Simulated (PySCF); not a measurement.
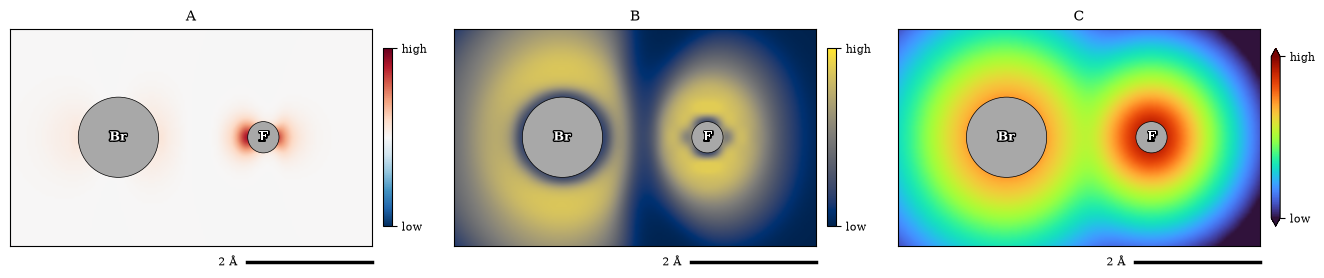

BrF (charge −1, doublet): 3 fields on a plane that holds the molecular axis, with unlabelled colour scales. Grey discs cover the atomic cores.

Theory: PBE0/aug-pcseg-1, non-relativistic, at a bond length of 2.317 Å in PySCF 2.14.0.

```xyz
2

Br    0.0000    0.0000   -0.4496
F     0.0000    0.0000    1.8674
```

Q: Which field does each panel show? The fields are: electron density, electron localisation function and spin density.

A: Panel A: spin density (confined to the atoms that carry the unpaired spin). Panel B: electron localisation function. Panel C: electron density. From the grid: Br–F (2.32 Å): ρ is about 0.38 e/Å³ halfway; the ELF is about 0.30 at the midpoint.
